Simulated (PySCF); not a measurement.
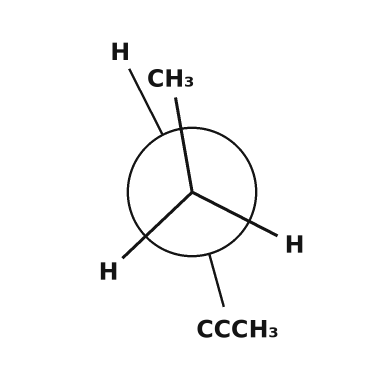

A Newman projection along the C–B bond, carbon in front; angles are drawn as computed, but eclipsed bonds slightly apart. Computed geometry: PBE0-D3(BJ)/def2-SVP optimisation. No frequency run is at hand to confirm it as a minimum.

Which molecule is it?

Answer. C5H9B, CC#CBCC

What is the torsion angle from the front CH3 to the back CCCH3? The sign is positive where the front bond must turn clockwise to cover the back bond.

Answer. 174°, antiperiplanar (anti).
